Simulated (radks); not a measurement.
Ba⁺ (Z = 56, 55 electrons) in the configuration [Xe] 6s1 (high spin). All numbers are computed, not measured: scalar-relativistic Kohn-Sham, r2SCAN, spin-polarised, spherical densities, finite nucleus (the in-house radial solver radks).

Wanted: the number of electrons inside radius r (solid) and the radial density 4πr²ρ (dashed).

The count levels off at 55 electrons. Half of them lie within 0.411 bohr, 90 % within 1.70 bohr and 99 % within 4.20 bohr. The radial density has minima at 0.0346, 0.148 and 0.462 bohr, where the count stands at 2.0, 11.2 and 29.0; these part the shells that the density resolves.

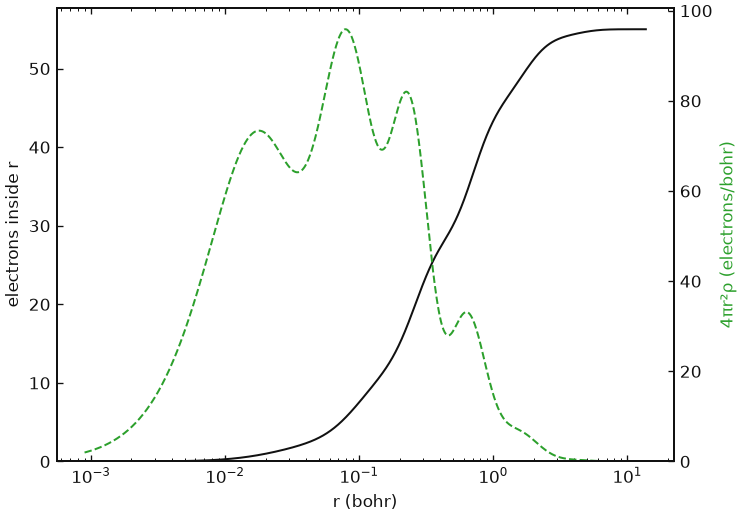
